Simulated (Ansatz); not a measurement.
CH$_{5}$AlN (SMILES C[NH2+][Al]) (charge +1)

The calculation's input:

```
crystal:
  periodic: [false, false, false]
  atoms:
    - symbol: C
      position_ang: [0.218598, -0.142278, -0.559827]
    - symbol: Al
      position_ang: [-0.300438, 2.771149, -1.392608]
    - symbol: N
      position_ang: [0.299981, 1.240714, 0.007093]
    - symbol: H
      position_ang: [0.530569, -0.893281, 0.178936]
    - symbol: H
      position_ang: [1.258764, 1.416860, 0.336995]
    - symbol: H
      position_ang: [-0.816079, -0.353552, -0.864488]
    - symbol: H
      position_ang: [0.873370, -0.217277, -1.439403]
    - symbol: H
      position_ang: [-0.274666, 1.293015, 0.859252]
basis:
  gaussian:
    orbitals: def2-TZVPD
total_charge: 1
hamiltonian:
  xc: pbe0
output:
  forces: true
  orbitals: {seedname: orbitals}
```

Command:

```sh
ansatz run input.yaml --threads 1 --pin off --max-ram 2610MiB --events-out events.jsonl --progress --plain --runs-dir runs
```

Geometry: B3LYP-D3(BJ)/def2-SVP.

The calculation used isolated molecule in a Gaussian basis; Kohn-Sham density functional theory, functional PBE0 (Ansatz 0.2.0).

Q: What will maps of the electron density and electron localisation function show?

A: C–N (1.50 Å): ρ is about 1.7 e/Å³ halfway; the ELF peaks at about 0.95 between the atoms; localised, covalent bonding.
Al–N (2.16 Å): ρ at the midpoint is about 0.45 e/Å³; the ELF peaks at about 0.95 in the valence shell of N, 0.7 Å from its nucleus, and is about 0.75 at the midpoint.
C–H (1.10 Å): ρ at the midpoint is about 2 e/Å³; the ELF climbs to about 1 towards the hydrogen, as it does in any bond to H: a covalent bond by its length.

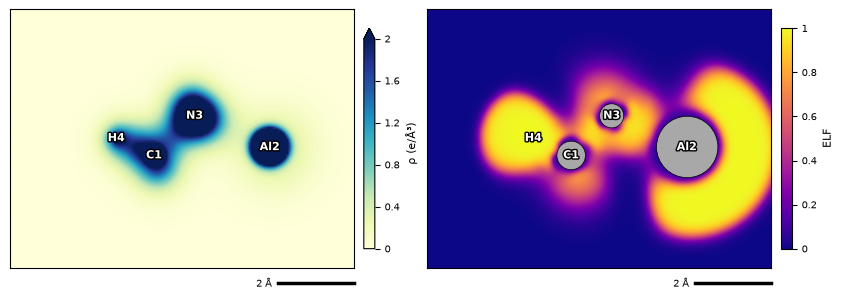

Computed electron density and electron localisation function on the plane of atoms C1, N3 and Al2, in this order. Grey discs cover the atomic cores in the ELF map. 
